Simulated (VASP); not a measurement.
Shape and ions are relaxed at each volume.

Energy against volume of WC (wc). Calculation: r2SCAN meta-GGA, VASP's PBE PAW potentials (set 64) (plane waves; VASP 6.6.1).

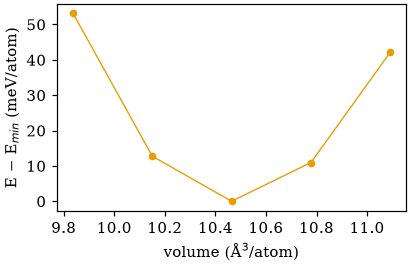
Figure: Energy against volume

**Question.** Estimate the equilibrium volume and the bulk modulus.

**Answer.** The minimum lies near 10.5 Å³/atom, and the curvature gives B0 of about 400 GPa.

The compound is WC in the wc structure. It was relaxed first.
